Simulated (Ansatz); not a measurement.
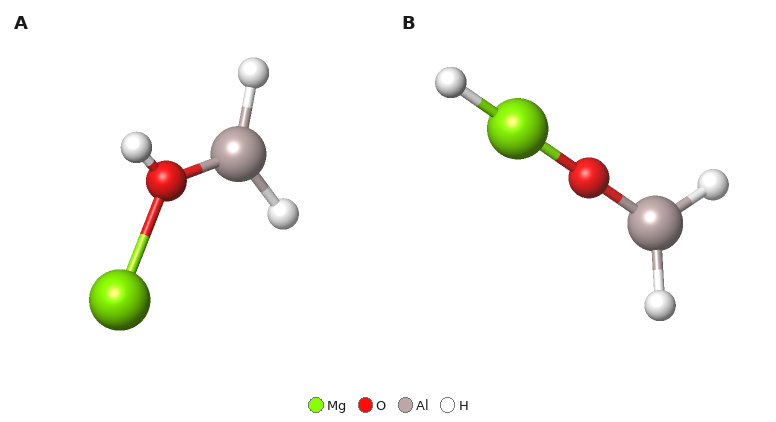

2 stationary structures of one formula. Geometries: PBE0-D4/def2-TZVP. Electronic energies: PBE0-D4/def2-TZVPP (Ansatz 0.2.0), without zero-point energy. No frequency run is at hand to confirm each as a minimum.

> Which structure is the most stable?

B is lowest; A lies 83.8 kJ/mol above it (Cs).
